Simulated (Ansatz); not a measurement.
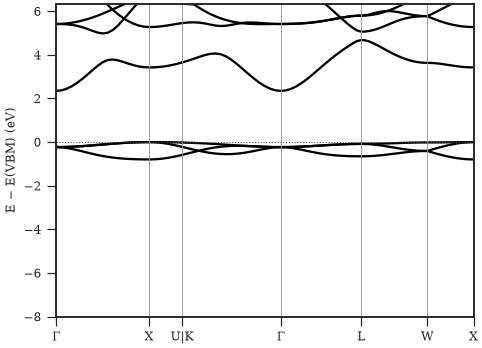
*Band structure from plane-wave PAW PBEsol (Ansatz code)*

**Question.** Read off the gap and where the band edges lie.

**Answer.** About 2.3 eV (2.35 eV by a search for the band edges); maximum at X, minimum at Γ.

The material is K$_{2}$S (anti-fluorite, Fm-3m).

The PBEsol relaxation kept the symmetry of its start.

Potentials: the later of the program's two PAW sets.
